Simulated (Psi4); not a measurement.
# triplet GaCl at 4 levels

Wanted: a comparison of 4 runs (UHF/3-21G, UB3LYP/6-31G*, U-wB97X-V/cc-pVTZ, UHSE06/cc-pVTZ) of triplet GaCl. 

Program for the calculation: Psi4 1.11.

7 further runs of the same task are left out: 5 that didn't finish, 2 set aside as unsound or not needed.

## Step 1: The system as given

The species is GaCl (2 atoms), meant as a triplet with charge 0. As SMILES of the parent species, `[Cl][Ga]`. Geometry: relaxed at PBE0-D4/def2-TZVP. That shape belongs to the parent species and isn't relaxed for this state.

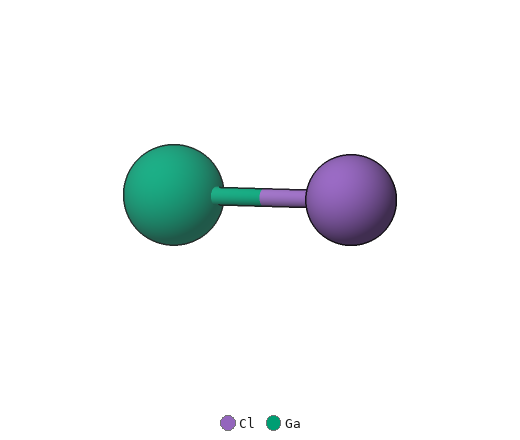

The structure, seen from a chosen angle (chlorine purple, gallium teal).

## Step 2: Energy and gradient at UHF/3-21G (run 1)

The input, clga.xyz:

```xyz
2
ClGa
Cl     0.000000     0.000000    -0.023560
Ga     0.000000     0.000000     2.192160
```

The input, job.py:

```python
import psi4

psi4.set_memory(2200000000)
psi4.set_num_threads(1)
psi4.set_output_file('clga.out', False)

with open('clga.xyz') as f:
    atoms = ''.join(f.readlines()[2:])
molecule = psi4.geometry('0 3\n' + atoms + 'symmetry c1\nno_reorient\nno_com')

psi4.set_options({
    'reference': 'uhf',
    'puream': True,
    'e_convergence': 1e-09,
    'd_convergence': 1e-08,
    'scf_type': 'pk',
    'maxiter': 100,
})

energy_value, wavefunction = psi4.gradient('scf/3-21G', molecule=molecule, return_wfn=True)
psi4.oeprop(wavefunction, 'LOWDIN_CHARGES', 'QUADRUPOLE', 'MULLIKEN_CHARGES')
print('gradient / Eh bohr^-1')
print(energy_value.np.round(6))
print(f'energy = {wavefunction.energy():.10f} Eh')
for k, v in sorted(psi4.core.scalar_variables().items()):
    print(f'{k:45s} {v:18.10f}')
```

Command:

```console
$ python job.py
```

clga.out:

```text
[...]
  Running in c1 symmetry.
[...]
  Nuclear repulsion =  125.862649623187977
[...]
  Multiplicity = 3
[...]
  Nalpha       = 25
  Nbeta        = 23
[...]
    Number of basis functions: 35
[...]
   @UHF iter   1: -2370.47757862799699   -4.21998e+00   2.23312e-02 DIIS/ADIIS
[...]
   @UHF iter  13: -2371.10428713747069   -4.09273e-12   3.54453e-09 DIIS
[...]
   @S^2 Observed:                2.003629588E+00
[...]
    Orbital Energies [Eh]
    ---------------------
    Alpha Occupied:
       1A   -376.452624     2A   -104.086673     3A    -47.985069
       4A    -42.243346     5A    -42.242333     6A    -42.242182
       7A    -10.479091     8A     -7.945420     9A     -7.939199
      10A     -7.938197    11A     -6.391608    12A     -4.465210
      13A     -4.464485    14A     -4.463581    15A     -1.153448
      16A     -1.147590    17A     -1.143029    18A     -1.141815
      19A     -1.141355    20A     -1.066997    21A     -0.578903
      22A     -0.467466    23A     -0.455554    24A     -0.426856
      25A     -0.243149
    Alpha Virtual:
[...]
  @UHF Final Energy: -2371.10428713747069
   => Energetics <=
    Nuclear Repulsion Energy =            125.8626496231879770
    One-Electron Energy =               -3558.2458365358279480
    Two-Electron Energy =                1061.2788997751690658
    Total Energy =                      -2371.1042871374706920
  UHF NO Occupations:
  HONO-2 :   23  A 1.9988870
  HONO-1 :   24  A 1.0000000
[...]
  -Total Gradient:
     Atom            X                  Y                   Z
    ------   -----------------  -----------------  -----------------
       1       -0.000000000000    -0.000000000000     0.007710159973
       2        0.000000000000     0.000000000000    -0.007710159790
[...]
 Multipole Moments:
 ------------------------------------------------------------------------------------
     Multipole            Electronic (a.u.)      Nuclear  (a.u.)        Total (a.u.)
 ------------------------------------------------------------------------------------
 L = 1.  Multiply by 2.5417464519 to convert [e a0] to [Debye]
 Dipole X            :         -0.0000000            0.0000000           -0.0000000
 Dipole Y            :          0.0000000            0.0000000            0.0000000
 Dipole Z            :       -126.1352297          127.6631696            1.5279399
 Magnitude           :                                                    1.5279399
 L = 2.  Multiply by 1.3450342976 to convert [e a0^2] to [Debye ang]
 Quadrupole XX       :        -20.4958392            0.0000000          -20.4958392
 Quadrupole XY       :         -0.7537327            0.0000000           -0.7537327
[...]
  Mulliken Charges: (a.u.)
   Center  Symbol    Alpha    Beta     Spin     Total
       1    CL     8.80320  8.67411  0.12909 -0.47731
       2    GA    16.19680 14.32589  1.87091  0.47731
   Total alpha = 25.00000, Total beta = 23.00000, Total charge = -0.00000
  Lowdin Charges: (a.u.)
   Center  Symbol    Alpha    Beta     Spin     Total
       1    CL     8.72659  8.57022  0.15637 -0.29681
       2    GA    16.27341 14.42978  1.84363  0.29681
  Total alpha = 25.00000, Total beta = 23.00000, Total charge = -0.00000
```

On the terminal:

```text
gradient / Eh bohr^-1
[[-0.      -0.       0.00771]
 [ 0.       0.      -0.00771]]
energy = -2371.1042871375 Eh
CURRENT ENERGY                                  -2371.1042871375
CURRENT REFERENCE ENERGY                        -2371.1042871375
DD SOLVATION ENERGY                                 0.0000000000
HF KINETIC ENERGY                                2372.3618206160
HF POTENTIAL ENERGY                             -4743.4661077534
HF TOTAL ENERGY                                 -2371.1042871375
HF VIRIAL RATIO                                     1.9994699234
NUCLEAR REPULSION ENERGY                          125.8626496232
ONE-ELECTRON ENERGY                             -3558.2458365358
PCM POLARIZATION ENERGY                             0.0000000000
PE ENERGY                                           0.0000000000
SCF ITERATION ENERGY                            -2371.1042871375
SCF ITERATIONS                                     13.0000000000
SCF TOTAL ENERGY                                -2371.1042871375
TWO-ELECTRON ENERGY                              1061.2788997752
```

Wall time 4.8 s (1 thread of Intel Xeon at 2.50GHz (Skylake/Cascade Lake), shared host); peak memory 0.2 GiB.

## Step 3: A single-point energy at UB3LYP/6-31G(d) (Cartesian functions) (run 2)

The input, calc.dat:

```
memory 2.2 GB

molecule molecule1 {
  0 3
  Cl
  Ga 1 r2

  r2 = 2.21572
  symmetry c1
  no_reorient
  no_com
}

set {
  basis 6-31G*
  reference uks
  puream false
  e_convergence 1e-09
  d_convergence 1e-08
  scf_type pk
  dft_radial_points 99
  dft_spherical_points 590
  maxiter 100
}

energy_value, wavefunction = energy("b3lyp", return_wfn=True)
oeprop(wavefunction, "MULLIKEN_CHARGES", "LOWDIN_CHARGES", "DIPOLE", title="B3LYP")
```

Command:

```console
$ psi4 -n 1 calc.dat calc.out
```

calc.out:

```text
[...]
  Running in c1 symmetry.
[...]
  Nuclear repulsion =  125.862649623187949
[...]
  Multiplicity = 3
[...]
  Nalpha       = 25
  Nbeta        = 23
[...]
    Number of basis functions: 54
[...]
   @UKS iter   1: -2382.41246010787108   -1.19645e+00   5.93867e-02 DIIS/ADIIS
[...]
   @UKS iter  13: -2384.76228527726289   -3.18323e-12   2.62498e-09 DIIS
[...]
   @S^2 Observed:                2.002968843E+00
[...]
    Orbital Energies [Eh]
    ---------------------
    Alpha Occupied:
       1A   -372.613591     2A   -101.557493     3A    -45.995400
       4A    -40.751841     5A    -40.750512     6A    -40.749702
       7A     -9.473463     8A     -7.238937     9A     -7.228239
      10A     -7.227463    11A     -5.561638    12A     -3.846693
      13A     -3.842888    14A     -3.838152    15A     -0.887505
      16A     -0.878363    17A     -0.873585    18A     -0.872478
      19A     -0.871115    20A     -0.816653    21A     -0.453700
      22A     -0.340827    23A     -0.340443    24A     -0.321300
      25A     -0.144139
    Alpha Virtual:
[...]
  @UKS Final Energy: -2384.76228527726289
   => Energetics <=
    Nuclear Repulsion Energy =            125.8626496231879486
    One-Electron Energy =               -3568.3181836611097424
    Two-Electron Energy =                1140.7980042258188860
    DFT Exchange-Correlation Energy =     -83.1047554651597693
    Empirical Dispersion Energy =           0.0000000000000000
    VV10 Nonlocal Energy =                  0.0000000000000000
    Total Energy =                      -2384.7622852772628903
[...]
 Multipole Moments:
 ------------------------------------------------------------------------------------
     Multipole            Electronic (a.u.)      Nuclear  (a.u.)        Total (a.u.)
 ------------------------------------------------------------------------------------
 L = 1.  Multiply by 2.5417464519 to convert [e a0] to [Debye]
 Dipole X            :         -0.0000000            0.0000000           -0.0000000
 Dipole Y            :         -0.0000000            0.0000000           -0.0000000
 Dipole Z            :          4.2058808           -3.5344566            0.6714242
 Magnitude           :                                                    0.6714242
[...]
  Mulliken Charges: (a.u.)
   Center  Symbol    Alpha    Beta     Spin     Total
       1    CL     8.70235  8.38981  0.31255 -0.09216
       2    GA    16.29765 14.61019  1.68745  0.09216
   Total alpha = 25.00000, Total beta = 23.00000, Total charge = -0.00000
  Lowdin Charges: (a.u.)
   Center  Symbol    Alpha    Beta     Spin     Total
       1    CL     8.67849  8.34044  0.33805 -0.01893
       2    GA    16.32151 14.65956  1.66195  0.01893
  Total alpha = 25.00000, Total beta = 23.00000, Total charge = -0.00000
[...]
```

Wall time 13 s (1 thread of Intel Xeon at 2.50GHz (Skylake/Cascade Lake), shared host); peak memory 0.37 GiB.

Run 3 isn't shown in full; the table further down has it.

## Step 4: The energy at UHSE06/cc-pVTZ (run 4)

The input, calc.py:

```python
import psi4

psi4.set_memory(2200000000)
psi4.set_num_threads(1)
psi4.core.set_output_file('psi4.out', False)

molecule = psi4.geometry("""
0 3
Cl     0.00000000     0.00000000    -0.04452195
Ga     0.00000000     0.00000000     4.14258202
units bohr
symmetry c1
no_reorient
no_com
""")

psi4.set_options({
    'basis': 'cc-pVTZ',
    'reference': 'uks',
    'puream': True,
    'e_convergence': 1e-09,
    'd_convergence': 1e-08,
    'scf_type': 'pk',
    'dft_radial_points': 99,
    'dft_spherical_points': 590,
    'maxiter': 100,
})

result, w = psi4.energy('hse06', return_wfn=True)
psi4.oeprop(w, 'MAYER_INDICES', 'DIPOLE', 'WIBERG_LOWDIN_INDICES', title='HSE06')
print('E =', round(result, 9))
```

Command:

```console
$ python calc.py
```

psi4.out:

```text
[...]
  Running in c1 symmetry.
[...]
  Nuclear repulsion =  125.862649644212212
[...]
  Multiplicity = 3
[...]
  Nalpha       = 25
  Nbeta        = 23
[...]
    Number of basis functions: 77
[...]
   @UKS iter   1: -2383.08273520901730   -2.01767e+00   2.60288e-02 DIIS/ADIIS
[...]
   @UKS iter  14: -2384.65972423288758   -1.81899e-12   1.26755e-09 DIIS
[...]
   @S^2 Observed:                2.003903342E+00
[...]
    Orbital Energies [Eh]
    ---------------------
    Alpha Occupied:
       1A   -372.955456     2A   -101.731708     3A    -46.091819
       4A    -40.798186     5A    -40.796620     6A    -40.796302
       7A     -9.526872     8A     -7.261705     9A     -7.252331
      10A     -7.251778    11A     -5.601292    12A     -3.868080
      13A     -3.862837    14A     -3.860004    15A     -0.899708
      16A     -0.892403    17A     -0.888911    18A     -0.887293
      19A     -0.885080    20A     -0.819663    21A     -0.448771
      22A     -0.337219    23A     -0.336324    24A     -0.316583
      25A     -0.142146
    Alpha Virtual:
[...]
  @UKS Final Energy: -2384.65972423288758
   => Energetics <=
    Nuclear Repulsion Energy =            125.8626496442122118
    One-Electron Energy =               -3569.2647018277357347
    Two-Electron Energy =                1137.1220913640029266
    DFT Exchange-Correlation Energy =     -78.3797634133672148
    Empirical Dispersion Energy =           0.0000000000000000
    VV10 Nonlocal Energy =                  0.0000000000000000
    Total Energy =                      -2384.6597242328880384
[...]
 Multipole Moments:
 ------------------------------------------------------------------------------------
     Multipole            Electronic (a.u.)      Nuclear  (a.u.)        Total (a.u.)
 ------------------------------------------------------------------------------------
 L = 1.  Multiply by 2.5417464519 to convert [e a0] to [Debye]
 Dipole X            :         -0.0000000            0.0000000           -0.0000000
 Dipole Y            :         -0.0000000            0.0000000           -0.0000000
 Dipole Z            :       -126.9763739          127.6631695            0.6867956
 Magnitude           :                                                    0.6867956
[...]
```

Standard output:

```text
E = -2384.659724233
```

Run time: 3 min. Hardware: 1 thread of Intel Xeon at 2.50GHz (Skylake/Cascade Lake), shared host; peak memory 1.3 GiB.

## Step 5: Overview of the runs

| run | level | task | Cartesian functions | energy (Eh) | dipole moment (D) | HOMO energy (eV) | ⟨S²⟩ | wall time |
| --- | --- | --- | --- | --- | --- | --- | --- | --- |
| 1 | UHF/3-21G | gradient | no | -2371.104287 | 3.88 | -6.62 | 2.004 | 4.8 s |
| 2 | UB3LYP/6-31G* (Cartesian functions) | energy | yes | -2384.762285 | 1.71 | -3.92 | 2.003 | 13 s |
| 3 | U-wB97X-V/cc-pVTZ | energy | no | -2384.790714 | 1.94 | -6.23 | 2.005 | 3.1 min |
| 4 | UHSE06/cc-pVTZ | energy | no | -2384.659724 | 1.75 | -3.87 | 2.004 | 3 min |

## Step 6: Summary of results

| quantity | value |
| --- | --- |
| run 4: total energy | -2384.65972 Eh |
| run 4: dipole moment | 1.75 D |
| run 4: HOMO energy (highest over α and β) | -3.87 eV |
| run 4: ⟨S²⟩ | 2.004 |

In words: The dipole moment (its size) runs from 1.71 D (UB3LYP/6-31G*) to 3.88 D (UHF/3-21G). The two ends differ in method and basis. Totals of different functionals can't be ranked against each other. All runs together took 6.4 min, the longest 3.1 min.
